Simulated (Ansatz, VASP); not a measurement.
# Sn: VASP beside Ansatz

One calculation is typed for both programs; each brings its own data sets. How far apart do they land? The cell is taken from a series of VASP runs on this material, whose earlier steps may have relaxed, scaled or displaced it; both programs get it as it stands. Valence electrons are named where the data sets of a main pair hold unlike numbers.

Calculated with Ansatz 0.2.0; plane waves, with VASP 6.6.1 beside it; band structure at PBEsol.

## 1. The starting structure

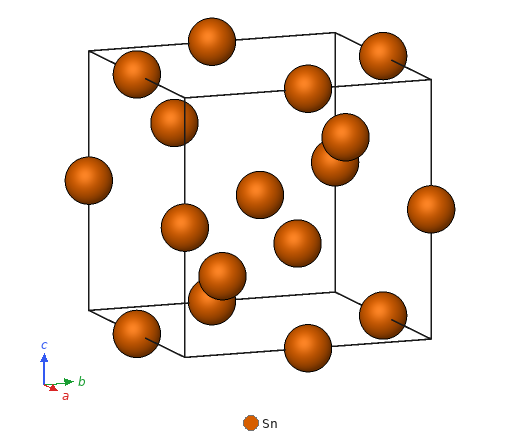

The starting structure, seen slightly off an axis (tin orange). This picture shows the conventional cell, with its axes. Some periodic images of atoms are drawn too.

## 2. Ansatz: band structure, PBEsol

Ansatz runs on its default PAW (the set named soft_2) files.

With cell and atoms fixed, the geometry can't cause a difference; cores, projectors, grids and the points listed under the comparison can.

The input, input.yaml:

```yaml
crystal:
  lattice:
    - [0.0, 3.272011604, 3.272011604]
    - [3.272011604, 0.0, 3.272011604]
    - [3.272011604, 3.272011604, 0.0]
  atoms:
    - { symbol: Sn, position: [0.0, 0.0, 0.0] }
    - { symbol: Sn, position: [0.25, 0.25, 0.25] }
hamiltonian:
  xc: pbesol
  pseudopotentials: { kind: paw }
kpoints:
  mp_grid: { grid: [5, 5, 5] }
  band_path:
    path:
      - [0.0, 0.0, 0.0]
      - [0.16667, 0.0, 0.16667]
      - [0.33333, 0.0, 0.33333]
      - [0.5, 0.0, 0.5]
      - [0.5, 0.08333, 0.58333]
      - [0.5, 0.18333, 0.68333]
      - [0.5, 0.25, 0.75]
      - [0.45, 0.3, 0.75]
      - [0.40833, 0.34167, 0.75]
      - [0.35, 0.35, 0.7]
      - [0.225, 0.225, 0.45]
      - [0.075, 0.075, 0.15]
      - [0.03333, 0.03333, 0.03333]
      - [0.23333, 0.23333, 0.23333]
      - [0.4, 0.4, 0.4]
      - [0.51667, 0.46667, 0.51667]
      - [0.55833, 0.38333, 0.55833]
      - [0.60833, 0.28333, 0.60833]
      - [0.60833, 0.25, 0.64167]
      - [0.55833, 0.25, 0.69167]
      - [0.51667, 0.25, 0.73333]
      - [0.5, 0.3, 0.7]
      - [0.5, 0.38333, 0.61667]
      - [0.5, 0.48333, 0.51667]
      - [0.475, 0.475, 0.55]
      - [0.425, 0.425, 0.65]
      - [0.38333, 0.38333, 0.73333]
      - [0.59167, 0.18333, 0.59167]
      - [0.55, 0.1, 0.55]
      - [0.5, 0.0, 0.5]
    npoints: 1
scf:
  occupations: { method: methfessel_paxton, width: 0.2 }
  n_extra_bands: 7
output:
  forces: true
  stress: true
  eigenvalues: true
```

On the command line:

```bash
$ ansatz run input.yaml --threads 2 --pin off --max-ram 4608MiB --backend cpu --events-out ev --progress --plain --runs-dir out
```

Numbers of over 12 decimals in the logs are rounded to 6 here.

Log:

```text
scf.n_extra_bands = 7 over 14 filled bands (N_el = 28.0): the run solves 21 bands
Engine: ansatz 0.2.0, aarch64-unknown-linux-gnu
Pseudopotentials: kind: paw
Pseudopotential: Sn, paw, valence charge 14, recommended cutoff 420 eV (normal), Sn.paw.azcp
Functional definition: PBEsol
  exchange = pbesol_x
  correlation = pbesol_c
Crystal: 2 atoms, lattice volume = 70.061 Å³
Basis set: ecut = 420 eV, 1363 PW (Γ), exchange–correlation on 64×64×64 points (8 copies of the dense FFT grid, shifted against one another)
Bands: 21, of which v1, the nominal top of the filled ones, is band 14 counted from 1 (13 counted from 0)
Symmetry: 48 space group operations
Space group: Fd-3m (ITA 227), of the structure as read, at distance tolerance 4.1e-5 Å
k-points: 10 of 125
Non-local potential: Sn, projectors of the file, l = 0: 2, l = 1: 2, l = 2: 2, l = 3: 2
PAW form: soft (Blöchl's): semilocal exchange-correlation on the pseudo side does not see the compensation charge
PAW frozen core: Sn, regenerated for the run's functional, and the local potential with it (the file was generated under x = pbe(κ = 0.804, μ = 0.219515), c = pbe(β = 0.066725))
PAW one-centre angular grid: Sn, 590 points (default); XC on 64 Gauss nodes
Initial density: superposition of atomic densities (neutral atoms: chi_scale 0, normalization atom), corrected by the library's trained network
Initial wavefunctions: pseudopotential atomic-orbital guess
Functional: x = pbesol(κ = 0.804, μ = 0.123457), c = pbesol(β = 0.046)
SCF iter   1: F=—  HF=-11899.432141 eV  |F-HF|=—  |Δ(HF+E_count)|=         —  Δρ=2.07e-3  dr2=2.76e-3  ethr=1.77e-3  ⟨swp⟩=6.0  Hψ=1060  notcnv=0  defer=1
preconditioner: auto → none  [insulator: Δε(μ)=0.425 eV  Ē_g=21.871 eV  σ=0.200 eV  W_gap=0.78  n_scr=14 (ndim 8)  ℏωp=23.5 eV  f_vac=0.100  D(μ)=0.42/eV (n_scr^D=0)  ε∞_Penn≈2.2]
SCF iter   2: F=—  HF=-11899.429223 eV  |F-HF|=—  |Δ(HF+E_count)|=   2.92e-3  S|Δr|=    0.00e0  Δρ=8.10e-4  dr2=2.88e-4  ethr=9.87e-6  ⟨swp⟩=2.9  Hψ=429  notcnv=0  defer=1
SCF iter   3: F=—  HF=-11899.429324 eV  |F-HF|=—  |Δ(HF+E_count)|=   1.01e-4  S|Δr|=    0.00e0  Δρ=1.86e-4  dr2=2.34e-5  ethr=1.03e-6  ⟨swp⟩=2.0  Hψ=327  notcnv=0  defer=1
SCF iter   4: F=—  HF=-11899.429329 eV  |F-HF|=—  |Δ(HF+E_count)|=   5.18e-6  S|Δr|=    0.00e0  Δρ=1.05e-4  dr2=4.78e-6  ethr=8.37e-8  ⟨swp⟩=2.0  Hψ=327  notcnv=0  defer=1
SCF iter   5: F=—  HF=-11899.429330 eV  |F-HF|=—  |Δ(HF+E_count)|=   1.45e-6  S|Δr|=    0.00e0  Δρ=3.89e-5  dr2=6.66e-7  ethr=1.71e-8  ⟨swp⟩=3.0  Hψ=332  notcnv=0  defer=1
SCF iter   6: F=-11899.429330 eV  HF=-11899.429330 eV  |F-HF|=1.23e-8  |Δ(HF+E_count)|=   8.32e-8  S|Δr|=    0.00e0  Δρ=7.51e-6  dr2=2.36e-8  ethr=3.57e-10  ⟨swp⟩=9.2  Hψ=1228  notcnv=0
SCF 1 converged in 6 iterations: F = -11899.429330 eV  dr2 = 2.36e-8
  greatest PAW one-centre occupation: 0.991 electrons in one spin orbital (limit 2), on the Sn atom at site 1 (counted from 0), in its partial waves of l = 2
NSCF: frozen V_eff on 30 k-points
SCF converged after 6 iterations
Stability not checked: this state was not tested for a lower state beside it, because cold or Methfessel-Paxton smearing, or corrected tetrahedra, fill the levels in a way that the test cannot read (fill_not_monotonic; see scf.lower_state_search)
Free energy (F): -11899.429330 eV
Harris-Foulkes:  -11899.429330 eV  (|F-HF|=1.23e-8)
Internal energy: -11899.429197 eV  (E = F + TS)
E sigma→0 (E₀):  -11899.429297 eV
Entropy (-TS):   -0.000134 eV (-0.067 meV/atom)
Fermi energy:    7.258928 eV
--- Per-component energies (eV) ---
  E_band       = -258.066921
  E_kinetic    = 375.162622
  E_local      = -2336.226526  (includes V_loc(G=0)·N_el)
  E_nonlocal   = -60.398435
  E_hartree    = 1335.120521
  E_xc         = -757.282266
  E_vxc        = -192.558903  (∫ρ·V_xc dr)
  E_paw        = -8133.136624  (= ΣΔE_a)
  E_vpaw       = -714.296217  (= ΣTr[D̂ρ^β])
  E_aug_tail   = -0.000001  (compensation charges beyond the density's cutoff)
  E_ewald      = -2323.238168
  E_core_change = 0.569680  (= ΣΔE_core)
  E_smearing   = -0.000134  (= −TS)
  E_closure    = -0.000000  (closes the sum)
  Σ components = -11899.429330   (vs F -11899.429330, Δ=0.00e0)
--- Forces (eV/Å), atoms counted from 1 ---
  atom   1  Sn     0.00000000    -0.00000000    -0.00000000
  atom   2  Sn     0.00000000     0.00000000    -0.00000000
  max |Σ_I F_I| component: 9.25e-18 eV/Å
--- Stress (GPa, compression-positive) ---
        0.105539       0.000000      -0.000000
        0.000000       0.105539       0.000000
        0.000000      -0.000000       0.105539
  P = ⅓ Tr σ = 0.1055 GPa (1.055 kbar)
--- Band table (eV; the first three rows and the last of 10) ---
  k-point 0: bands = [... 10 lower, -3.0892, 6.5130, 7.4623, 7.4623, 7.4623, 9.5163, 9.5163, 9.5163, ... 3 higher]
  k-point 1: bands = [... 10 lower, -2.7172, 4.0401, 6.9087, 6.9087, 7.7597, 10.2141, 10.2141, 11.0470, ... 3 higher]
  k-point 2: bands = [... 10 lower, -1.7835, 1.6124, 6.3662, 6.3662, 7.3274, 10.5745, 10.5745, 12.9989, ... 3 higher]
  k-point 9: bands = [... 10 lower, -0.8541, 0.8557, 4.2863, 5.0218, 10.0671, 10.1159, 11.0423, 13.2117, ... 3 higher]
```

It took 2.3 s on 2 threads of Arm Neoverse N1, shared host; peak memory 0.29 GiB; 3.9 s of CPU time.

The column dr2 measures how far the density is from self-consistency, as an energy; F and HF (Harris–Foulkes) agree once it is small.

## 3. VASP: band structure, PBEsol

The same cell, functional, mesh and smearing now go to VASP, with its own data sets.

Lines of VASP's logs that name or quote its potential files are left out, and so is its time.

The input, INCAR:

```
SYSTEM = Sn
PREC = Accurate
ENCUT = 400
EDIFF = 1E-06
NELM = 100
ISMEAR = 1
SIGMA = 0.2
LREAL = .FALSE.
ALGO = Normal
GGA = PS
NBANDS = 26
LORBIT = 11
LWAVE = .FALSE.
LCHARG = .FALSE.
KPAR = 2
```

The input, POSCAR:

```
Sn
1.0
    0.0000000000      3.2720116040      3.2720116040
    3.2720116040      0.0000000000      3.2720116040
    3.2720116040      3.2720116040      0.0000000000
Sn
2
Direct
    0.0000000000      0.0000000000      0.0000000000
    0.2500000000      0.2500000000      0.2500000000
```

The input, KPOINTS:

```
Automatic mesh
0
Gamma
5 5 5
0 0 0
```

The input, KPOINTS_OPT:

```
Line mode
16
Line-mode
Reciprocal
  0.00000000   0.00000000   0.00000000 GAMMA
  0.50000000   0.00000000   0.50000000 X

  0.50000000   0.00000000   0.50000000 X
  0.50000000   0.25000000   0.75000000 W

  0.50000000   0.25000000   0.75000000 W
  0.37500000   0.37500000   0.75000000 K

  0.37500000   0.37500000   0.75000000 K
  0.00000000   0.00000000   0.00000000 GAMMA

  0.00000000   0.00000000   0.00000000 GAMMA
  0.50000000   0.50000000   0.50000000 L

  0.50000000   0.50000000   0.50000000 L
  0.62500000   0.25000000   0.62500000 U

  0.62500000   0.25000000   0.62500000 U
  0.50000000   0.25000000   0.75000000 W

  0.50000000   0.25000000   0.75000000 W
  0.50000000   0.50000000   0.50000000 L

  0.50000000   0.50000000   0.50000000 L
  0.37500000   0.37500000   0.75000000 K

  0.62500000   0.25000000   0.62500000 U
  0.50000000   0.00000000   0.50000000 X
```

PAW data sets: Sn_d (PBE family, release 64).

On the command line:

```bash
$ mpirun -np 2 vasp_std
```

Log:

```text
[banner, memory and clock lines left out]
running    2 mpi-ranks, on    1 nodes
 distrk:  each k-point on    1 cores,    2 groups
 distr:  one band on    1 cores,    1 groups

 POSCAR found type information on POSCAR Sn
 POSCAR found :  1 types and       2 ions
|                                                                             |
|               ----> ADVICE to this user running VASP <----                  |
|                                                                             |
|     You enforced a specific xc type in the INCAR file but a different       |
|     [... a line on the potential file left out ...]
|     I HOPE YOU KNOW WHAT YOU ARE DOING!                                     |
|                                                                             |

 LDA part: xc-table for (Slater+PW92), standard interpolation
 POSCAR, INCAR and KPOINTS ok, starting setup
 FFT: planning ... GRIDC
 FFT: planning ... GRID_SOFT
 FFT: planning ... GRID
 WAVECAR not read
 entering main loop
       N       E                     dE             d eps       ncg     rms          rms(c)
DAV:   1     0.222821914836E+03    0.22282E+03   -0.11747E+04   530   0.131E+03
DAV:   2     0.198245557815E+02   -0.20300E+03   -0.19659E+03   536   0.362E+02
DAV:   3    -0.748986603555E+01   -0.27314E+02   -0.27072E+02   606   0.117E+02
DAV:   4    -0.845538197156E+01   -0.96552E+00   -0.96388E+00   574   0.245E+01
DAV:   5    -0.848923391790E+01   -0.33852E-01   -0.33850E-01   740   0.421E+00    0.318E+00
DAV:   6    -0.841920185178E+01    0.70032E-01   -0.35041E-02   704   0.212E+00    0.180E+00
DAV:   7    -0.838553196826E+01    0.33670E-01   -0.43369E-02   688   0.201E+00    0.169E-01
DAV:   8    -0.838668379997E+01   -0.11518E-02   -0.70566E-03   592   0.758E-01    0.551E-02
DAV:   9    -0.838698708210E+01   -0.30328E-03   -0.42731E-04   560   0.148E-01    0.914E-03
DAV:  10    -0.838699923972E+01   -0.12158E-04   -0.24155E-05   690   0.308E-02    0.629E-03
DAV:  11    -0.838700185559E+01   -0.26159E-05   -0.41587E-06   504   0.168E-02    0.125E-03
DAV:  12    -0.838700152134E+01    0.33425E-06   -0.51667E-07   414   0.946E-03
   1 F= -.83870015E+01 E0= -.83869609E+01  d E =-.121793E-03
 Start KPOINTS_OPT (optional k-point list driver)
k-point batch [1-10\160]
       N       E                     dE             ncg
DAV:   1    -0.724998218351E+03   -0.25443E+04      548
DAV:   2    -0.279145212673E+04   -0.20665E+04      530
DAV:   3    -0.308220350833E+04   -0.29075E+03      566
DAV:   4    -0.309294099806E+04   -0.10737E+02      554
DAV:   5    -0.309332375474E+04   -0.38276E+00      732
DAV:   6    -0.309332742849E+04   -0.36737E-02      586
DAV:   7    -0.309332754218E+04   -0.11369E-03      752
DAV:   8    -0.309332754317E+04   -0.98476E-06      428
[...]
k-point batch [151-160\160]
       N       E                     dE             ncg
DAV:   1    -0.901370290856E+03   -0.85987E+04      548
DAV:   2    -0.292255976160E+04   -0.20212E+04      520
DAV:   3    -0.319108438271E+04   -0.26852E+03      676
DAV:   4    -0.319974422113E+04   -0.86598E+01      576
DAV:   5    -0.320005494702E+04   -0.31073E+00      770
DAV:   6    -0.320005768870E+04   -0.27417E-02      630
DAV:   7    -0.320005778480E+04   -0.96098E-04      788
DAV:   8    -0.320005778565E+04   -0.84871E-06      462
```

From OUTCAR (step 3):

```text
ion  position               nearest neighbor table
   1  0.000  0.000  0.000-   2 2.83   2 2.83   2 2.83   2 2.83
   2  0.250  0.250  0.250-   1 2.83   1 2.83   1 2.83   1 2.83

  LATTYP: Found a face centered cubic cell.
 ALAT       =     6.5440232080

 Subroutine GETGRP returns: Found 48 space group operations
 (whereof 24 operations were pure point group operations)

The static configuration has the point symmetry T_d .
 The point group associated with its full space group is O_h .

 Found     10 irreducible k-points:

   k-points           NKPTS =     10   k-points in BZ     NKDIM =     10   number of bands    NBANDS=     26

   dimension x,y,z NGX =    30 NGY =   30 NGZ =   30
   dimension x,y,z NGXF=    60 NGYF=   60 NGZF=   60

   ENCUT  =  400.0 eV  29.40 Ry    5.42 a.u.   7.55  7.55  7.55*2*pi/ulx,y,z

   NELECT =      28.0000    total number of electrons

 k-points in reciprocal lattice and weights: Automatic mesh
   0.00000000  0.00000000  0.00000000       0.008
   0.20000000  0.00000000  0.00000000       0.064
   0.40000000  0.00000000  0.00000000       0.064
   0.20000000  0.20000000  0.00000000       0.048
   0.40000000  0.20000000  0.00000000       0.192
  -0.40000000  0.20000000  0.00000000       0.192
  -0.20000000  0.20000000  0.00000000       0.096
   0.40000000  0.40000000  0.00000000       0.048
  -0.40000000  0.40000000  0.00000000       0.096
  -0.40000000  0.40000000  0.20000000       0.192

 average (electrostatic) potential at core
       1-101.5280       2-101.5280

 E-fermi :   5.1243

 k-point     1 :       0.0000    0.0000    0.0000
  band No.  band energies     occupation
    ...
      8     -15.9540      2.00000
      9     -15.9479      2.00000
     10     -15.9479      2.00000
     11      -5.2244      2.00000
     12       4.3778      2.00000
     13       5.3283     -0.05412
     14       5.3283     -0.05412
     15       5.3283     -0.05412
     16       7.3822     -0.00000
     17       7.3822     -0.00000
    ...

 k-point     2 :       0.2000    0.0000    0.0000
  band No.  band energies     occupation
    ...
     10     -15.9182      2.00000
     11      -4.8523      2.00000
     12       1.9057      2.00000
     13       4.7746      2.03296
     14       4.7746      2.03296
     15       5.6250     -0.00228
     16       8.0802     -0.00000
     17       8.0802     -0.00000
     18       8.9124     -0.00000
     19      11.3916      0.00000
    ...

 k-point     3 :       0.4000    0.0000    0.0000
  band No.  band energies     occupation
    ...
     10     -15.9033      2.00000
     11      -3.9185      2.00000
     12      -0.5222      2.00000
     13       4.2320      2.00000
     14       4.2320      2.00000
     15       5.1928      0.45653
     16       8.4412     -0.00000
     17       8.4412     -0.00000
     18      10.8643      0.00000
     19      12.0260      0.00000
    ...

  Total        0.0141661      0.0141661      0.0141661     -0.0000000     -0.0000000      0.0000000
  in kB        0.3239570      0.3239570      0.3239570     -0.0000000     -0.0000000      0.0000000
  external PRESSURE =       0.3239570 kB  Pullay stress =       0.0000000 kB

  energy-cutoff  :      400.00
  volume of cell :       70.06
      direct lattice vectors                 reciprocal lattice vectors
     0.000000000  3.272011604  3.272011604    -0.152811194  0.152811194  0.152811194
     3.272011604  0.000000000  3.272011604     0.152811194 -0.152811194  0.152811194
     3.272011604  3.272011604  0.000000000     0.152811194  0.152811194 -0.152811194

 POSITION                                       TOTAL-FORCE (eV/Angst)
 -----------------------------------------------------------------------------------
      0.00000      0.00000      0.00000         0.000000      0.000000      0.000000
      1.63601      1.63601      1.63601        -0.000000     -0.000000     -0.000000
 -----------------------------------------------------------------------------------
    total drift:                                0.000000      0.000000      0.000000

  FREE ENERGIE OF THE ION-ELECTRON SYSTEM (eV)
  ---------------------------------------------------
  free  energy   TOTEN  =        -8.3870015213 eV

  energy  without entropy=       -8.3868797286  energy(sigma->0) =       -8.38696092

 total charge
# of ion       s       p       d       tot
------------------------------------------
    1        1.162   1.195   9.967  12.324
    2        1.162   1.195   9.967  12.324
--------------------------------------------------
tot          2.323   2.390  19.934  24.647

[... 3 further parts left out ...]
```

The k-mesh is coarse for a metal. Spin-orbit coupling is off here; with elements this heavy it splits and shifts levels by tenths of an eV or more.

## 4. Differences

Known differences besides the potentials themselves: the cutoff is 420 eV in Ansatz and 400 eV in VASP; Ansatz makes its cores anew for this functional, VASP keeps those of its PBE data sets; VASP leaves aspherical gradient terms in its spheres out (LASPH is not set), Ansatz keeps them. Total energies have different zeros and are not compared.

Compared:

```csv
quantity,Ansatz,VASP,difference
pressure (GPa),0.11,0.03,+0.07
```

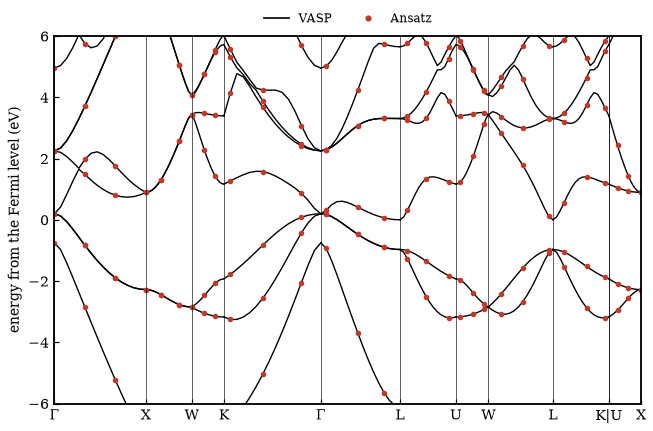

Bands from VASP (lines) and levels from Ansatz (dots). Dots without a line are higher empty bands that the VASP plot leaves out.

Levels from 3 eV below to 2 eV above the Fermi level differ by 0 meV r.m.s. and 1 meV at most; each VASP level is matched to the nearest of Ansatz, which flatters the figure a little. Ansatz's pressure holds a Pulay correction of 0.03 GPa; VASP's holds none.

## 5. Outcome

```
r.m.s. difference of levels near the Fermi level (band structure, PBEsol) : 0.45 meV
```

What this shows: The r.m.s. difference of levels near the Fermi level is 0.45 meV (band structure, PBEsol), within the 80 meV picked in this series as the mark of a large difference. Such differences can come from data sets, numerical settings and the points named under the comparisons, not from the functional's error against experiment.

[Lines on the potential files, build, host, timing and source positions are cut from VASP's logs without a mark.]

[Logs are printed without paths, hosts, clocks, repeated set-up lines and the standing remarks that a program may print on its own settings, such as how far it seeks lower states.]

[Hosts, paths, dates, database ids (printed as entryN), source tags and the programs' standing remarks are cut or masked in the printed files.]
